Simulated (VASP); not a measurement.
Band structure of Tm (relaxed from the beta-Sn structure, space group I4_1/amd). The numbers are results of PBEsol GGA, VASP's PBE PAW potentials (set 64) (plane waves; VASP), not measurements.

The 4f electrons are frozen in the core of the lanthanide potential, so 4f levels, which can set the real gap, and their magnetism are missing.

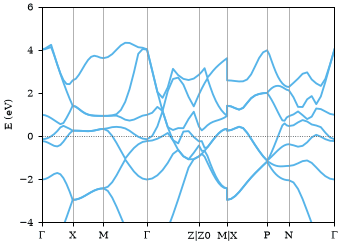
Figure. Bands along high-symmetry lines, zero at the valence-band maximum or, without a gap, the Fermi level

Question: Read the plot: is there a gap, and where are the band edges?

Answer: It has no gap at this level: it comes out as a metal or semimetal. (Edges off the drawn lines would not show.)

The structure was generated: Tm was put into the beta-Sn type (I4_1/amd), which need not be its known phase. It was relaxed first, which changed the volume by -8 %.
